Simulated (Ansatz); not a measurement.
# A workflow on GeH3O (SMILES [OH][GeH2])

We compute a geometry optimisation (UHF/STO-3G), then vibrational wavenumbers, then a geometry optimisation (UHF/3-21G), then vibrational wavenumbers of GeH3O. 

The results are computed with Ansatz 0.2.0.

## (1) The structure to begin with

GeH3O: 5 atoms, total charge 0, spin state doublet. SMILES: `[OH][GeH2]`. The shape is that of a PBE0-D4/def2-TZVP optimisation. The run starts from this shape.

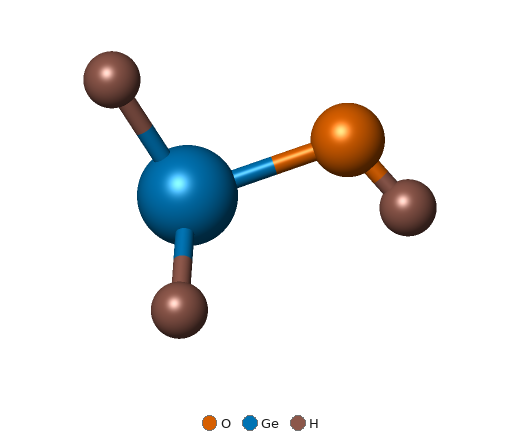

Viewed from a chosen angle; oxygen orange, germanium blue, hydrogen brown.

## (2) A geometry optimisation at UHF/STO-3G (run 1)

The input, run.yaml:

```yaml
crystal:
  periodic: [false, false, false]
  atoms:
    - symbol: O
      position_ang: [0.355500, -1.075800, 0.460700]
    - symbol: Ge
      position_ang: [-0.520100, 0.416100, 0.017700]
    - symbol: H
      position_ang: [1.097400, -0.907600, 1.046500]
    - symbol: H
      position_ang: [-1.396800, -0.014400, -1.180300]
    - symbol: H
      position_ang: [0.513900, 1.508000, -0.385900]
basis:
  gaussian: {orbitals: STO-3G}
magnetization: {spin_polarized: true, initial_magnetization: 1}
hamiltonian: {xc: hf}
relax: {f_tol: 0.002}
output: {orbitals: {seedname: orbitals}}
```

The run is started by

```console
$ ansatz run run.yaml --threads 1 --pin off --max-ram 2610MiB --events-out events.jsonl --progress --plain --runs-dir runs
```

The program printed:

```text
Warning: RAYON_NUM_THREADS=1 ignored (pool sized by the plan → 1); use --threads N
The last accepted step is kept in runs//last_step.txt (removed where the run ends without a failure and the disk answers)
[... 62 lines left out ...]
Total energy: -57886.81020762 eV, -2127.3010380409 hartree
[... 5 lines left out ...]
Dipole moment:     0.017800     0.279749     0.198843 e Å
```

Run time: 1.4 s. Hardware: 1 thread of AMD EPYC 9R45 (Zen 5), shared host.

Step by step:

| step | energy from the first frame kept (eV) | largest force (eV/Å) |
| --- | --- | --- |
| 1 | 0.0000 | 2.6969 |
| 2 | -0.3036 | 0.8919 |
| 3 | -0.3403 | 0.3488 |
| 4 | -0.3420 | 0.1628 |
| 5 | -0.3421 | 0.1355 |
| 6 | -0.3426 | 0.0114 |
| 7 | -0.3426 | 0.0031 |
| 8 | -0.3426 | 0.0007 |

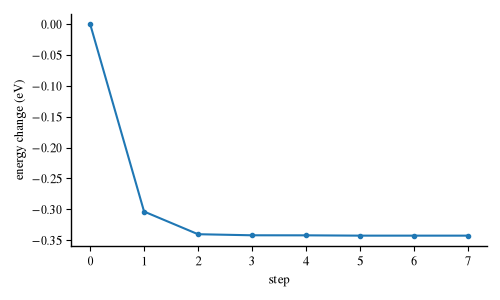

Energy along the run.

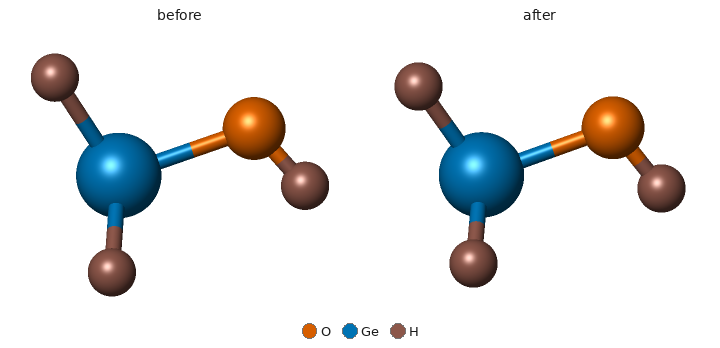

Before and after, at one scale.

After the run. Bond lengths: O1–Ge2 1.741 Å, O1–H3 0.985 Å, Ge2–H4 1.432 Å, Ge2–H5 1.437 Å. Angles: O1–Ge2–H4 105.1°, O1–Ge2–H5 109.4°, Ge2–O1–H3 108.7°, H4–Ge2–H5 110.0°.

## (3) Vibrational wavenumbers at UHF/STO-3G (run 2)

The input, job.yaml:

```yaml
crystal:
  periodic: [false, false, false]
  atoms:
    - {symbol: O, position_ang: [0.365089, -1.067421, 0.398431]}
    - {symbol: Ge, position_ang: [-0.491760, 0.394836, -0.001617]}
    - {symbol: H, position_ang: [1.056703, -0.854471, 1.066337]}
    - {symbol: H, position_ang: [-1.328382, 0.045548, -1.110448]}
    - {symbol: H, position_ang: [0.448251, 1.407808, -0.394003]}
basis:
  gaussian:
    orbitals: STO-3G
magnetization:
  spin_polarized: true
  initial_magnetization: 1
hamiltonian:
  xc: hf
phonons:
  temperatures:
    t_min: 298.15
    t_max: 298.15
    t_step: 1
```

The run is started by

```console
$ ansatz run job.yaml --threads 1 --pin off --max-ram 2610MiB --events-out events.jsonl --progress --plain --runs-dir runs
```

The program printed:

```text
Warning: RAYON_NUM_THREADS=1 ignored (pool sized by the plan → 1); use --threads N
[... 169 lines left out ...]
Total energy: -57886.81021087 eV, -2127.3010381603 hartree
[... 5 lines left out ...]
Dipole moment:     0.017800     0.279749     0.198843 e Å
Vibrations: 328.54 691.90 784.55 868.02 1084.50 1261.17 2364.07 2412.31 4258.81 cm⁻¹, zero-point energy 0.871229 eV
```

Run time: 3.9 s. Hardware: 1 thread of AMD EPYC 9R45 (Zen 5), shared host.

## (4) A structure relaxation at UHF/3-21G (run 3)

The input, run.yaml:

```yaml
crystal:
  periodic: [false, false, false]
  atoms:
    - {symbol: O, position_ang: [0.355500, -1.075800, 0.460700]}
    - {symbol: Ge, position_ang: [-0.520100, 0.416100, 0.017700]}
    - {symbol: H, position_ang: [1.097400, -0.907600, 1.046500]}
    - {symbol: H, position_ang: [-1.396800, -0.014400, -1.180300]}
    - {symbol: H, position_ang: [0.513900, 1.508000, -0.385900]}
basis:
  gaussian:
    orbitals: 3-21G.json
magnetization:
  spin_polarized: true
  initial_magnetization: 1
hamiltonian:
  xc: hf
relax:
  f_tol: 0.002
output:
  orbitals: {seedname: orbitals}
```

The basis set 3-21G is read from a file made from the Basis Set Exchange's data (not shown).

The run is started by

```console
$ ansatz run run.yaml --threads 1 --pin off --max-ram 2610MiB --events-out events.jsonl --progress --plain --runs-dir runs
```

The program printed:

```text
Warning: RAYON_NUM_THREADS=1 ignored (pool sized by the plan → 1); use --threads N
[... 1 set-up line as earlier in the session ...]
[... 87 lines left out ...]
Total energy: -58273.78089867 eV, -2141.5219486388 hartree
[... 5 lines left out ...]
Dipole moment:     0.037708     0.218745     0.327706 e Å
```

Wall time 2.3 s (1 thread of AMD EPYC 9R45 (Zen 5), shared host).

Step by step:

| step | energy from the first frame kept (eV) | largest force (eV/Å) |
| --- | --- | --- |
| 1 | 0.0000 | 1.4766 |
| 2 | -0.0538 | 0.8779 |
| 3 | -0.0739 | 0.6956 |
| 4 | -0.0839 | 0.7378 |
| 5 | -0.0970 | 0.5472 |
| 6 | -0.1011 | 0.1399 |
| 7 | -0.1023 | 0.0529 |
| 8 | -0.1025 | 0.0155 |
| 9 | -0.1025 | 0.0120 |
| 10 | -0.1025 | 0.0075 |
| 11 | -0.1025 | 0.0046 |
| 12 | -0.1025 | 0.0011 |

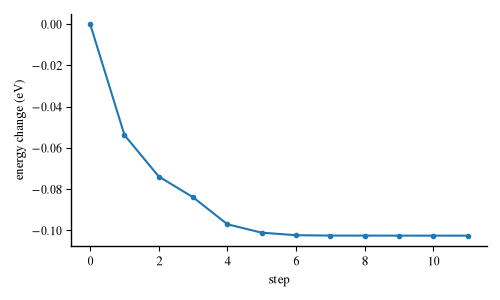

Energy along the run.

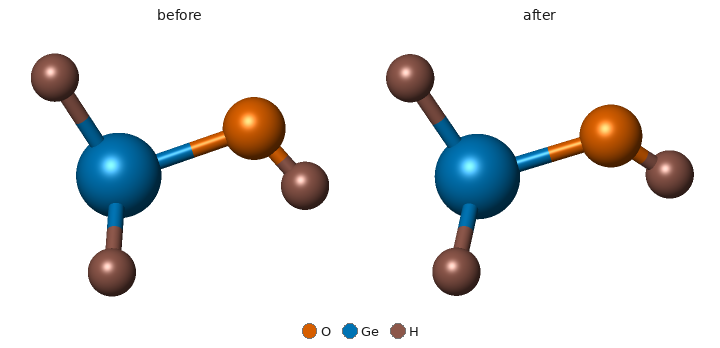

Before and after, at one scale.

After the run. Bond lengths: O1–Ge2 1.738 Å, O1–H3 0.960 Å, Ge2–H4 1.538 Å, Ge2–H5 1.550 Å. Angles: O1–Ge2–H4 106.8°, O1–Ge2–H5 112.4°, Ge2–O1–H3 125.7°, H4–Ge2–H5 110.7°.

## (5) Vibrational wavenumbers at UHF/3-21G (run 4)

The input, in.yaml:

```yaml
crystal:
  periodic: [false, false, false]
  atoms:
    - {symbol: O, position_ang: [0.474783, -0.991626, 0.398736]}
    - {symbol: Ge, position_ang: [-0.454605, 0.417433, -0.014443]}
    - {symbol: H, position_ang: [1.016212, -1.095184, 1.184354]}
    - {symbol: H, position_ang: [-1.423199, -0.002681, -1.132567]}
    - {symbol: H, position_ang: [0.436709, 1.598357, -0.477380]}
basis:
  gaussian: {orbitals: 3-21G.json}
magnetization: {spin_polarized: true, initial_magnetization: 1}
hamiltonian: {xc: hf}
phonons: {temperatures: {t_min: 298.15, t_max: 298.15, t_step: 1}}
```

The basis set 3-21G is read from a file made from the Basis Set Exchange's data (not shown).

The run is started by

```console
$ ansatz run in.yaml --threads 1 --pin off --max-ram 2610MiB --events-out events.jsonl --progress --plain --runs-dir runs
```

The program printed:

```text
Warning: RAYON_NUM_THREADS=1 ignored (pool sized by the plan → 1); use --threads N
[... 169 lines left out ...]
Total energy: -58273.78087855 eV, -2141.5219478994 hartree
[... 5 lines left out ...]
Dipole moment:     0.037710     0.218745     0.327707 e Å
Vibrations: 227.61 689.61 734.59 798.37 890.61 927.80 2084.89 2145.04 3973.27 cm⁻¹, zero-point energy 0.773152 eV
```

It took 3.6 s on 1 thread of AMD EPYC 9R45 (Zen 5), shared host.

## (6) Outcome

```
                                             quantity           value
           run 1, UHF/STO-3G: total energy at the end  -2127.30104 Eh
                     run 1, UHF/STO-3G: dipole moment          1.65 D
run 1, UHF/STO-3G: HOMO energy (highest over α and β)        -6.25 eV
 run 1, UHF/STO-3G: LUMO energy (lowest over α and β)         5.29 eV
                              run 1, UHF/STO-3G: ⟨S²⟩           0.753
          run 2, UHF/STO-3G: largest force on an atom      0.001 eV/Å
        run 2, UHF/STO-3G: lowest harmonic wavenumber        329 cm⁻¹
       run 2, UHF/STO-3G: highest harmonic wavenumber       4259 cm⁻¹
                 run 2, UHF/STO-3G: zero-point energy     84.1 kJ/mol
            run 3, UHF/3-21G: total energy at the end  -2141.52195 Eh
                      run 3, UHF/3-21G: dipole moment          1.90 D
 run 3, UHF/3-21G: HOMO energy (highest over α and β)        -8.39 eV
  run 3, UHF/3-21G: LUMO energy (lowest over α and β)         1.29 eV
                               run 3, UHF/3-21G: ⟨S²⟩           0.752
           run 4, UHF/3-21G: largest force on an atom      0.001 eV/Å
         run 4, UHF/3-21G: lowest harmonic wavenumber        228 cm⁻¹
        run 4, UHF/3-21G: highest harmonic wavenumber       3973 cm⁻¹
                  run 4, UHF/3-21G: zero-point energy     74.6 kJ/mol
```

What this shows: The optimisation (run 1, UHF/STO-3G) took 7 steps and changed the energy by -0.343 eV. All 9 modes are real, so the shape is a minimum at this level. Mulliken charges (run 2, UHF/STO-3G) run from -0.43 on O1 to +0.57 on Ge2. The optimisation (run 3, UHF/3-21G) took 11 steps and changed the energy by -0.103 eV. Mulliken charges (run 3, UHF/3-21G) run from -0.86 on O1 to +0.88 on Ge2. Mulliken charges (run 4, UHF/3-21G) run from -0.86 on O1 to +0.88 on Ge2; they depend strongly on the basis.
